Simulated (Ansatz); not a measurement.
# BGe (quartet): from Hartree-Fock to the top rungs, aug-cc-pVTZ

How much of the correlation energy of BGe (quartet) does each wave-function method recover here?

Program: Ansatz 0.2.0, Gaussian basis. Level of theory: aug-cc-pVTZ, core rule «outside noble gas», up to 15 orbitals frozen. These are calculated values, not measurements.

To be run: UHF; CCSD(T) on ROHF; CCSD(T) on UHF; BCCD(T) on ROHF; CCSDT(Q) on ROHF; CCSDT(Q) on UHF; CASSCF and MRCISD+Q, 7 electrons in 8 orbitals; CASSCF and NEVPT2, 7 electrons in 8 orbitals.

5 further runs of the same task are left out: 1 that didn't finish, 4 set aside as unsound or not needed.

## 1. What is computed

The geometry is a PBE0/def2-TZVPD stationary point (not a proven minimum) of the parent state, kept for this charge and spin. No spin-orbit coupling is included. The filled d shell of Ge may be among the frozen orbitals whatever the setting's name suggests; the logs give the count.

2 atoms, charge 0, spin multiplicity 4.

Atoms are counted from 1 here; the program's logs count them from 0.

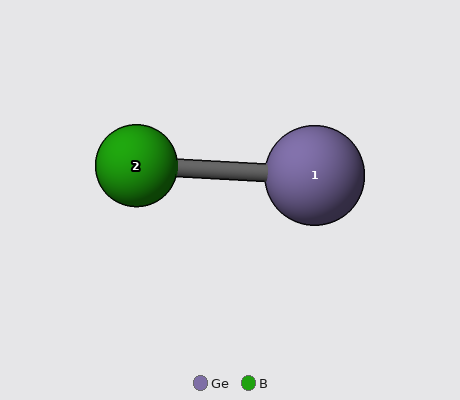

The geometry (germanium purple, boron green); atoms are numbered from 1 in the order of the file.

Geometry (Å):

```xyz
2

Ge    0.0000    0.0000    0.0000
B     0.0000    0.0000    1.9158
```

In the tables R marks a restricted open-shell determinant and U an unrestricted one; 'valence' is the active space of 7 electrons in 8 orbitals; energies count from the table's Hartree-Fock row.

## 2. UHF

in.yaml reads:

```yaml
crystal:
  periodic: [false, false, false]
  atoms:
    - {symbol: Ge, position_ang: [0.000000, 0.000000, 0.000000]}
    - {symbol: B, position_ang: [0.000000, 0.000000, 1.915800]}
basis:
  gaussian: {orbitals: aug-cc-pVTZ}
magnetization: {spin_polarized: true, initial_magnetization: 3}
hamiltonian: {xc: hf}
output: {orbitals: {seedname: orbitals}}
```

Run with:

```
$ ansatz run in.yaml --threads 1 --pin off --events-out ev --progress --plain --max-ram 4096MiB --backend cpu
```

The program printed:

```text
Functional definition: HF
  name "HF"
  cite "Fock, Z. Phys. 61, 126 (1930) doi:10.1007/BF01340294"
  parent pbe
  exchange = exact_x
  correlation = 0
839 factors; their error is unknown
mean field evaluation 1: about -57141.1542 eV, gradient 6.1e0 eV
mean field evaluation 2: about -57141.6154 eV, gradient 2.8e0 eV
mean field evaluation 4: about -57141.8535 eV, gradient 1.1e0 eV
mean field evaluation 8: about -57141.9687 eV, gradient 2.4e-1 eV
mean field evaluation 16: about -57142.9961 eV, gradient 2.9e-2 eV
mean field evaluation 32: about -57142.8521 eV, gradient 1.1e0 eV
mean field evaluation 64: about -57141.9687 eV, gradient 2.4e-1 eV
mean field -57142.99610295 eV, -2099.9663738696 hartree, gradient 2.4e-5 eV, S^2 3.755864; 0 other end points of the search recorded, 0 dependent functions left out
reference -57142.99610295 eV, -2099.9663738696 hartree; 20, 17 occupied and 85, 88 virtual orbitals, 839 factors
Total energy: -57142.99610295 eV, -2099.9663738696 hartree
```

Wall time 3.6 s (1 thread of AMD EPYC 7R13, shared host).

From the report: ⟨S²⟩ of the determinant 3.756 (pure quartet: 3.75).

## 3. CCSD(T) on ROHF

in.yaml reads:

```yaml
crystal:
  periodic: [false, false, false]
  atoms:
    - {symbol: Ge, position_ang: [0.000000, 0.000000, 0.000000]}
    - {symbol: B, position_ang: [0.000000, 0.000000, 1.915800]}
basis:
  gaussian: {orbitals: aug-cc-pVTZ}
magnetization: {spin_polarized: false, initial_magnetization: 3}
correlation: {method: ccsd_t, electrons: outside_noble_gas}
output: {forces: true}
```

Run with:

```
$ ansatz run in.yaml --threads 2 --pin off --events-out ev --progress --plain --max-ram 24576MiB --backend cuda --devices 0, --max-vram 18GiB
```

The program printed (excerpt; [...] marks lines left out):

```text
Functional definition: HF
  name "HF"
  cite "Fock, Z. Phys. 61, 126 (1930) doi:10.1007/BF01340294"
  parent pbe
[...]
653 factors; integrals over basis functions are off by at most 1.0e-3 eV
[...]
mean field -57142.94653529 eV, -2099.9645522915 hartree, gradient 2.7e-6 eV, S^2 3.750000; 6 other end points of the search recorded, 0 dependent functions left out
[...]
determinant -57142.94653529 eV, -2099.9645522915 hartree, with singles and doubles -57147.21924254 eV, -2100.1215713869 hartree
determinant -57140.20225628 eV, -2099.8637018981 hartree, with singles and doubles -57144.06270393 eV, -2100.0055707327 hartree
determinant -57140.04981916 eV, -2099.8580999371 hartree, with singles and doubles -57144.61185116 eV, -2100.0257515212 hartree
determinant -57139.59996423 eV, -2099.8415680735 hartree, with singles and doubles -57144.25165820 eV, -2100.0125146740 hartree
15 core orbitals not correlated: weight in the atoms' cores, before any rotation towards them, 0.999 or more for the frozen orbitals, at most 0.000 for the correlated occupied ones
reference -57142.94653529 eV, -2099.9645522915 hartree; 5, 2 occupied and 85, 88 virtual orbitals, 653 factors
second order -3.50651088 eV of doubles, -0.02856164 eV of singles
cycle   1  -4.19506583 eV  change   -2.4e-1 eV  update   2.3e-2
[...]
cycle  13  -4.21868771 eV  change   -1.5e-7 eV  update   6.1e-7
perturbative correction -0.26053834 eV, -0.0095746075 hartree
[...]
Total energy: -57147.42576134 eV, -2100.1291608129 hartree
Atom 0 at     0.000000     0.000000     0.000000 Å, force     0.000000    -0.000000    -1.581625 eV/Å
Atom 1 at     0.000000     0.000000     1.915800 Å, force    -0.000000     0.000000     1.581625 eV/Å
Dipole moment:    -0.000000     0.000000    -0.174819 e Å
```

Wall time 17 s (1 × H100 (card shared with other runs) with 2 threads of AMD EPYC 7R13, shared host); peak host memory 1 GiB.

From the report: correlation -4.4792 eV; T1 0.044; largest double amplitude 0.06.

## 4. CCSD(T) on UHF

in.yaml: that of step 3 with these lines changed.

```diff
@@ -7,3 +7,3 @@
   gaussian: {orbitals: aug-cc-pVTZ}
-magnetization: {spin_polarized: false, initial_magnetization: 3}
+magnetization: {spin_polarized: true, initial_magnetization: 3}
 correlation: {method: ccsd_t, electrons: outside_noble_gas}
```

Launched as before.

The program printed (excerpt; [...] marks lines left out):

```text
Functional definition: HF
  name "HF"
  cite "Fock, Z. Phys. 61, 126 (1930) doi:10.1007/BF01340294"
  parent pbe
[...]
653 factors; integrals over basis functions are off by at most 1.0e-3 eV
[...]
mean field -57142.99644282 eV, -2099.9663863596 hartree, gradient 2.7e-6 eV, S^2 3.755864; 7 other end points of the search recorded, 0 dependent functions left out
determinant -57142.99644282 eV, -2099.9663863596 hartree, with singles and doubles -57147.22428490 eV, -2100.1217566902 hartree
determinant -57140.59668308 eV, -2099.8781968156 hartree, with singles and doubles -57144.51788146 eV, -2100.0222981981 hartree
determinant -57140.36517778 eV, -2099.8696891528 hartree, with singles and doubles -57144.05978367 eV, -2100.0054634151 hartree
determinant -57140.22013033 eV, -2099.8643587573 hartree, with singles and doubles -57144.07845287 eV, -2100.0061494956 hartree
15 core orbitals not correlated: weight in the atoms' cores, before any rotation towards them, 0.999 or more for the frozen orbitals, at most 0.000 for the correlated occupied ones
reference -57142.99644282 eV, -2099.9663863596 hartree; 5, 2 occupied and 85, 88 virtual orbitals, 653 factors
second order -3.47867472 eV of doubles, -0.00000000 eV of singles
cycle   1  -4.15263007 eV  change   -2.3e-1 eV  update   2.2e-2
[...]
cycle  13  -4.17695065 eV  change   -1.2e-7 eV  update   4.9e-7
perturbative correction -0.25897838 eV, -0.0095172800 hartree
[...]
Total energy: -57147.43237185 eV, -2100.1294037446 hartree
Atom 0 at     0.000000     0.000000     0.000000 Å, force     0.000000    -0.000000    -1.587130 eV/Å
Atom 1 at     0.000000     0.000000     1.915800 Å, force    -0.000000     0.000000     1.587130 eV/Å
Dipole moment:     0.000000    -0.000000    -0.174787 e Å
```

It took 12 s on 1 × H100 (card shared with other runs) with 2 threads of AMD EPYC 7R13, shared host; peak host memory 1 GiB.

From the report: ⟨S²⟩ of the determinant 3.756 (pure quartet: 3.75); correlation -4.4359 eV; T1 0.041; largest double amplitude 0.06.

## 5. BCCD(T) on ROHF

in.yaml reads:

```yaml
crystal:
  periodic: [false, false, false]
  atoms:
    - {symbol: Ge, position_ang: [0.000000, 0.000000, 0.000000]}
    - {symbol: B, position_ang: [0.000000, 0.000000, 1.915800]}
basis:
  gaussian: {orbitals: aug-cc-pVTZ}
magnetization: {spin_polarized: false, initial_magnetization: 3}
correlation: {method: bccd_t, electrons: outside_noble_gas}
```

The command is unchanged.

The program printed (excerpt; [...] marks lines left out):

```text
Functional definition: HF
  name "HF"
  cite "Fock, Z. Phys. 61, 126 (1930) doi:10.1007/BF01340294"
  parent pbe
[...]
653 factors; integrals over basis functions are off by at most 1.0e-3 eV
[...]
mean field -57142.94653529 eV, -2099.9645522915 hartree, gradient 2.7e-6 eV, S^2 3.750000; 6 other end points of the search recorded, 0 dependent functions left out
[...]
determinant -57142.94653529 eV, -2099.9645522915 hartree, with singles and doubles -57147.21924254 eV, -2100.1215713869 hartree
determinant -57140.20225628 eV, -2099.8637018981 hartree, with singles and doubles -57144.06270393 eV, -2100.0055707327 hartree
determinant -57140.04981916 eV, -2099.8580999371 hartree, with singles and doubles -57144.61185116 eV, -2100.0257515212 hartree
determinant -57139.59996423 eV, -2099.8415680735 hartree, with singles and doubles -57144.25165820 eV, -2100.0125146740 hartree
15 core orbitals not correlated: weight in the atoms' cores, before any rotation towards them, 0.999 or more for the frozen orbitals, at most 0.000 for the correlated occupied ones
reference -57142.94653529 eV, -2099.9645522915 hartree; 5, 2 occupied and 85, 88 virtual orbitals, 653 factors
second order -3.50651088 eV of doubles, -0.02856164 eV of singles
cycle   1  -4.19930824 eV  change   -2.5e-1 eV  update   2.7e-2
[...]
cycle  11  -4.20975071 eV  change   -1.8e-6 eV  update   5.0e-6
perturbative correction -0.27159261 eV, -0.0099808442 hartree
Total energy: -57147.42787860 eV, -2100.1292386207 hartree
```

It took 11 s on 1 × H100 (card shared with other runs) with 2 threads of AMD EPYC 7R13, shared host; peak host memory 0.85 GiB.

From the report: correlation -4.4813 eV; largest double amplitude 0.05.

## 6. CCSDT(Q) on ROHF

in.yaml: that of step 5 with these lines changed.

```diff
@@ -8,2 +8,2 @@
 magnetization: {spin_polarized: false, initial_magnetization: 3}
-correlation: {method: bccd_t, electrons: outside_noble_gas}
+correlation: {method: ccsdt_q, electrons: outside_noble_gas}
```

Launched as before.

The program printed (excerpt; [...] marks lines left out):

```text
Functional definition: HF
  name "HF"
  cite "Fock, Z. Phys. 61, 126 (1930) doi:10.1007/BF01340294"
  parent pbe
[...]
1141 factors; integrals over basis functions are off by at most 1.9e-7 eV
[...]
mean field -57142.94654591 eV, -2099.9645526818 hartree, gradient 2.1e-6 eV, S^2 3.750000; 6 other end points of the search recorded, 0 dependent functions left out
[...]
determinant -57142.94654591 eV, -2099.9645526818 hartree, with singles and doubles -57147.21925749 eV, -2100.1215719364 hartree
determinant -57140.20226692 eV, -2099.8637022890 hartree, with singles and doubles -57144.06275726 eV, -2100.0055726925 hartree
determinant -57140.04982968 eV, -2099.8581003240 hartree, with singles and doubles -57144.61186551 eV, -2100.0257520483 hartree
determinant -57139.59997496 eV, -2099.8415684677 hartree, with singles and doubles -57144.25170209 eV, -2100.0125162870 hartree
15 core orbitals not correlated: weight in the atoms' cores, before any rotation towards them, 0.999 or more for the frozen orbitals, at most 0.000 for the correlated occupied ones
reference -57142.94654591 eV, -2099.9645526818 hartree; 5, 2 occupied and 85, 88 virtual orbitals, 1141 factors
second order -3.50651628 eV of doubles, -0.02856162 eV of singles
cycle   1  -3.95679880 eV  change   -4.2e-1 eV  update   8.8e-2
[...]
cycle  18  -4.52825352 eV  change   -3.5e-7 eV  update   2.0e-7
perturbative correction -0.01799554 eV, -0.0006613241 hartree
Total energy: -57147.49279498 eV, -2100.1316242535 hartree
```

It took 11 s on 1 × H100 (card shared with other runs) with 2 threads of AMD EPYC 7R13, shared host; peak host memory 0.88 GiB.

From the report: correlation -4.5462 eV; T1 0.051; largest double amplitude 0.07.

## 7. CCSDT(Q) on UHF

in.yaml: that of step 6 with these lines changed.

```diff
@@ -7,3 +7,3 @@
   gaussian: {orbitals: aug-cc-pVTZ}
-magnetization: {spin_polarized: false, initial_magnetization: 3}
+magnetization: {spin_polarized: true, initial_magnetization: 3}
 correlation: {method: ccsdt_q, electrons: outside_noble_gas}
```

Same command.

The program printed (excerpt; [...] marks lines left out):

```text
Functional definition: HF
  name "HF"
  cite "Fock, Z. Phys. 61, 126 (1930) doi:10.1007/BF01340294"
  parent pbe
[...]
1141 factors; integrals over basis functions are off by at most 1.9e-7 eV
[...]
mean field -57142.99645342 eV, -2099.9663867491 hartree, gradient 2.1e-6 eV, S^2 3.755864; 7 other end points of the search recorded, 0 dependent functions left out
determinant -57142.99645342 eV, -2099.9663867491 hartree, with singles and doubles -57147.22430039 eV, -2100.1217572595 hartree
determinant -57140.59669563 eV, -2099.8781972767 hartree, with singles and doubles -57144.51792291 eV, -2100.0222997217 hartree
determinant -57140.36518850 eV, -2099.8696895469 hartree, with singles and doubles -57144.05983819 eV, -2100.0054654184 hartree
determinant -57140.22014127 eV, -2099.8643591594 hartree, with singles and doubles -57144.07848128 eV, -2100.0061505393 hartree
15 core orbitals not correlated: weight in the atoms' cores, before any rotation towards them, 0.999 or more for the frozen orbitals, at most 0.000 for the correlated occupied ones
reference -57142.99645342 eV, -2099.9663867491 hartree; 5, 2 occupied and 85, 88 virtual orbitals, 1141 factors
second order -3.47868019 eV of doubles, -0.00000000 eV of singles
cycle   1  -3.91016830 eV  change   -4.3e-1 eV  update   8.8e-2
[...]
cycle  17  -4.48522382 eV  change   -3.5e-7 eV  update   3.7e-7
perturbative correction -0.01919556 eV, -0.0007054237 hartree
Total energy: -57147.50087280 eV, -2100.1319211079 hartree
```

Wall time 10 s (1 × H100 (card shared with other runs) with 2 threads of AMD EPYC 7R13, shared host); peak host memory 0.88 GiB.

From the report: ⟨S²⟩ of the determinant 3.756 (pure quartet: 3.75); correlation -4.5044 eV; T1 0.048; largest double amplitude 0.07.

## 8. CASSCF and MRCISD+Q, 7 electrons in 8 orbitals

in.yaml reads:

```yaml
crystal:
  periodic: [false, false, false]
  atoms:
    - {symbol: Ge, position_ang: [0.000000, 0.000000, 0.000000]}
    - {symbol: B, position_ang: [0.000000, 0.000000, 1.915800]}
basis:
  gaussian: {orbitals: aug-cc-pVTZ}
magnetization: {spin_polarized: false, initial_magnetization: 3}
correlation: {method: fic_mrcisd_q, electrons: outside_noble_gas, active_space: {window: {electrons: 7, orbitals: 8}, shells: [{species: B, l: s, shell: 2}, {species: B, l: p, shell: 2}, {species: Ge, l: s, shell: 4}, {species: Ge, l: p, shell: 4}]}}
```

Same command.

The program printed (excerpt; [...] marks lines left out):

```text
Functional definition: HF
  name "HF"
  cite "Fock, Z. Phys. 61, 126 (1930) doi:10.1007/BF01340294"
  parent pbe
[...]
1141 factors; integrals over basis functions are off by at most 1.9e-7 eV
[...]
mean field -57142.94654591 eV, -2099.9645526818 hartree, gradient 2.1e-6 eV, S^2 3.750000; 3 other end points of the search recorded, 0 dependent functions left out
reference -57142.94654591 eV, -2099.9645526818 hartree; 20, 17 occupied and 85, 88 virtual orbitals, 1141 factors
state -57144.57286702 eV, -2100.0243188805 hartree
contracted CI cycle   1: correlation 0.00000000 eV, 0.0000000000 hartree, residual 1.24e1 eV
contracted CI cycle   2: correlation -2.63326124 eV, -0.0967705658 hartree, residual 2.37e0 eV
contracted CI cycle   3: correlation -2.72700393 eV, -0.1002155461 hartree, residual 5.41e-1 eV
contracted CI cycle   4: correlation -2.73155657 eV, -0.1003828524 hartree, residual 1.30e-1 eV
contracted CI cycle   5: correlation -2.73181944 eV, -0.1003925128 hartree, residual 3.31e-2 eV
contracted CI cycle   6: correlation -2.73183739 eV, -0.1003931724 hartree, residual 9.10e-3 eV
contracted CI cycle   7: correlation -2.73183873 eV, -0.1003932216 hartree, residual 2.49e-3 eV
contracted CI cycle   8: correlation -2.73183883 eV, -0.1003932251 hartree, residual 6.65e-4 eV
state -57144.57286702 eV, -2100.0243188805 hartree; corrected -57147.48232476 eV, -2100.1312394802 hartree
Total energy: -57147.48232476 eV, -2100.1312394802 hartree
Checks for a lower state left out: starts, orbital_swaps
```

It took 7 s on 1 × H100 (card shared with other runs) with 2 threads of AMD EPYC 7R13, shared host; peak host memory 0.85 GiB.

From the report: 400 determinants; active occupations 1.98, 1.92, 1.01, 0.98, 0.98, 0.05, 0.05, 0.03.

## 9. CASSCF and NEVPT2, 7 electrons in 8 orbitals

in.yaml reads:

```yaml
crystal:
  periodic: [false, false, false]
  atoms:
    - {symbol: Ge, position_ang: [0.000000, 0.000000, 0.000000]}
    - {symbol: B, position_ang: [0.000000, 0.000000, 1.915800]}
basis:
  gaussian: {orbitals: aug-cc-pVTZ}
magnetization: {spin_polarized: false, initial_magnetization: 3}
correlation: {method: sc_nevpt2, electrons: outside_noble_gas, active_space: {window: {electrons: 7, orbitals: 8}, shells: [{species: B, l: s, shell: 2}, {species: B, l: p, shell: 2}, {species: Ge, l: s, shell: 4}, {species: Ge, l: p, shell: 4}]}}
```

Same command.

The program printed:

```text
Functional definition: HF
  name "HF"
  cite "Fock, Z. Phys. 61, 126 (1930) doi:10.1007/BF01340294"
  parent pbe
  exchange = exact_x
  correlation = 0
1141 factors; integrals over basis functions are off by at most 1.9e-7 eV
mean field evaluation 1: about -57142.0707 eV, gradient 6.6e0 eV
mean field evaluation 2: about -57142.0778 eV, gradient 6.6e0 eV
mean field evaluation 4: about -57142.7252 eV, gradient 2.4e0 eV
mean field evaluation 8: about -57142.9339 eV, gradient 5.4e-1 eV
mean field evaluation 16: about -57142.9465 eV, gradient 2.0e-6 eV
mean field evaluation 32: about -57142.9207 eV, gradient 5.7e-1 eV
mean field -57142.94654591 eV, -2099.9645526818 hartree, gradient 2.1e-6 eV, S^2 3.750000; 3 other end points of the search recorded, 0 dependent functions left out
reference -57142.94654591 eV, -2099.9645526818 hartree; 20, 17 occupied and 85, 88 virtual orbitals, 1141 factors
state -57144.57286702 eV, -2100.0243188805 hartree
state -57144.57286702 eV, -2100.0243188805 hartree; corrected -57146.86805416 eV, -2100.1086654521 hartree
Total energy: -57146.86805416 eV, -2100.1086654521 hartree
Checks for a lower state left out: starts, orbital_swaps
```

It took 4.7 s on 1 × H100 (card shared with other runs) with 2 threads of AMD EPYC 7R13, shared host; peak host memory 0.79 GiB.

From the report: 400 determinants; active occupations 1.98, 1.92, 1.01, 0.98, 0.98, 0.05, 0.05, 0.03.

## 10. How many determinants matter

Natural occupations of the CASSCF valence state about the gap (report; correlated orbitals 1 to 8): 1.976, 1.920, 1.011, 0.981, 0.981, 0.053, 0.053, 0.027. The count of effectively unpaired electrons, Σ n²(2 − n)², is 3.05; a single determinant of this spin has 3.

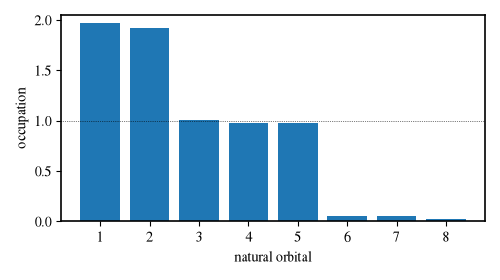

Natural occupations of the CASSCF valence state.

## 11. Misses and costs

The yardstick is UCCSDT(Q), where the cluster series has nearly closed. Rows without a time come out of other runs: HF, MP2 and CCSD of CCSD(T), CCSDT of CCSDT(Q), CASSCF and MRCISD of the multireference runs. The times of RCCSD(T), UCCSD(T) include forces.

Differences are taken before rounding.

```
          method  energy from the lowest RHF (meV)  from UCCSDT(Q) (meV)   time
             RHF                               0.0               +4554.3       
             UHF                             -49.9               +4504.4       
            RMP2                           -3535.1               +1019.3       
            UMP2                           -3528.6               +1025.8       
           RCCSD                           -4218.7                +335.6       
           UCCSD                           -4226.9                +327.5       
        RCCSD(T)                           -4479.2                 +75.1   17 s
        UCCSD(T)                           -4485.8                 +68.5   12 s
         BCCD(T)                           -4481.3                 +73.0   11 s
          RCCSDT                           -4528.3                 +26.1       
          UCCSDT                           -4535.1                 +19.2       
       RCCSDT(Q)                           -4546.3                  +8.1   11 s
       UCCSDT(Q)                           -4554.3                     0   10 s
  CASSCF valence                           -1626.3               +2928.0       
  NEVPT2 valence                           -3921.5                +632.8  4.7 s
  MRCISD valence                           -4358.2                +196.2       
MRCISD+Q valence                           -4535.8                 +18.5    7 s
```

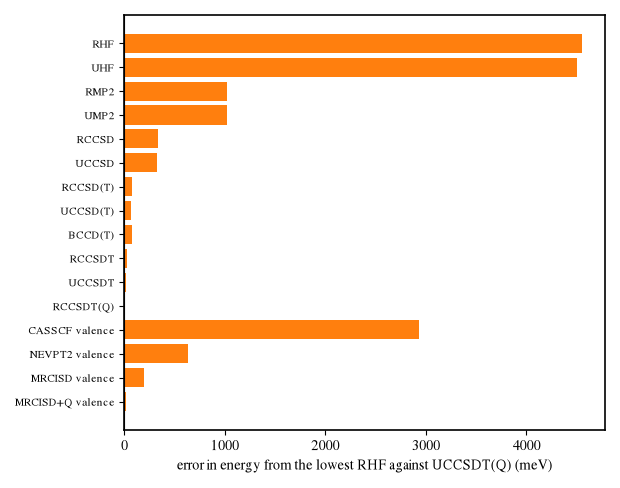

Error of each method against UCCSDT(Q).

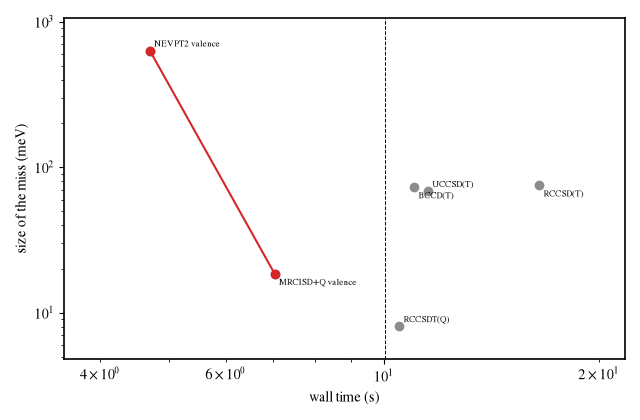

Miss against cost. Red marks the levels that no quicker level drawn beats (of those quicker than the yardstick), and the dashed line is the time of UCCSDT(Q). Times are from a shared host.

## 12. Outcome

| quantity | value |
| --- | --- |
| UCCSDT(Q) below the RHF energy | -4.5543 eV |
| RMP2 from UCCSDT(Q) | +1019.3 meV |
| UMP2 from UCCSDT(Q) | +1025.8 meV |
| RCCSD from UCCSDT(Q) | +335.6 meV |
| RCCSD(T) from UCCSDT(Q) | +75.1 meV |
| UCCSD(T) from UCCSDT(Q) | +68.5 meV |
| RCCSDT(Q) from UCCSDT(Q) | +8.1 meV |
| NEVPT2 valence from UCCSDT(Q) | +632.8 meV |
| MRCISD+Q valence from UCCSDT(Q) | +18.5 meV |
| levels within 1 kcal/mol (43 meV) | RCCSDT, UCCSDT, RCCSDT(Q), MRCISD+Q valence |
| T1 diagnostic | 0.044 |
| effectively unpaired electrons | 3.05 |

**Reading.** RCCSD(T) lands +75.1 meV from the yardstick (1.6 % of the correlation energy). The occupations are near whole numbers, but T1 = 0.044 shows that the orbitals relax strongly. Of the multireference levels listed MRCISD+Q valence comes nearest in total energy (+18.5 meV), which doesn't show that its space is the better one. These misses are within one basis, not against nature; the frozen cores of restricted and unrestricted runs differ, which can shift their rows.

MRCISD+Q valence reaches 18.5 meV from the reference in 7 s, where UCCSDT(Q) took 10 s; the quickest level in the cost chart, NEVPT2 valence, takes 4.7 s and misses by 632.8 meV.
